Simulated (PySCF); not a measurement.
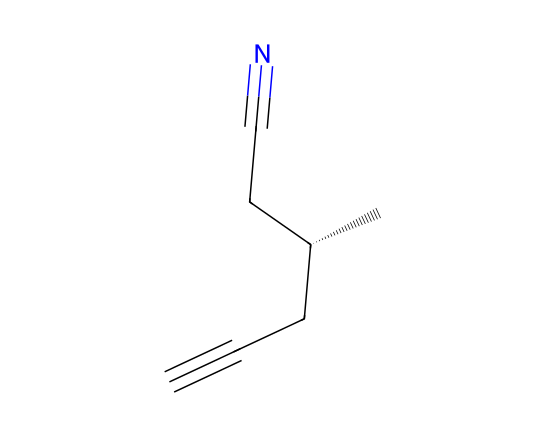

Computed geometry: GFN2-xTB optimisation. No frequency run is at hand to confirm it as a minimum. Level of theory: CAM-B3LYP/def2-SVPD, gas phase (PySCF 2.14.0). Excitations: vertical, linear response.

### Estimate the brightest of the 8 lowest singlets.

7.66 eV.

### Estimate the HOMO energy (Kohn–Sham orbital).

−9.45 eV.

### What is the mean static polarisability?

82.0 bohr³.

### What is the HOMO–LUMO gap?

10.45 eV.
